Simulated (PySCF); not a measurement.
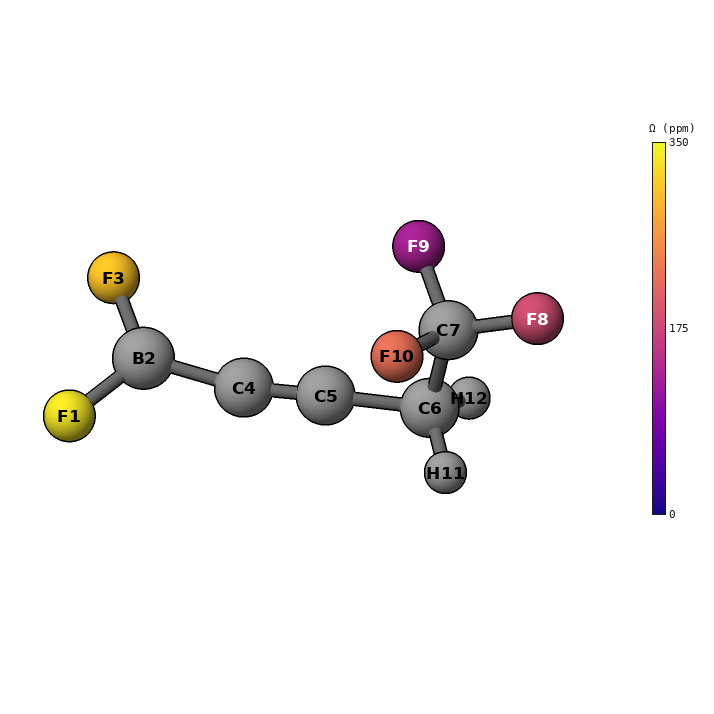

The F atoms are coloured by the span of their shielding tensor. Geometry: a frame of a GFN2-xTB molecular-dynamics simulation, not a minimum. Method: GIAO PBE0/pcSseg-1 NMR shielding, non-relativistic, gas phase (PySCF 2.14.0). Principal shieldings σ11 ≤ σ22 ≤ σ33, span Ω = σ33 − σ11, skew κ = 3(σiso − σ22)/Ω.

Give the shielding tensors of the F atoms.

```csv
atom,σ11,σ22,σ33,σiso,Ω,κ
F1,20.9,297.5,356.7,225.0,335.7,−0.65
F3,58.0,293.7,364.4,238.7,306.4,−0.54
F8,157.3,236.6,340.6,244.9,183.3,0.13
F9,175.8,268.5,307.8,250.7,132.1,−0.40
F10,116.2,183.4,340.8,213.5,224.6,0.40
```

Shieldings and span in ppm.
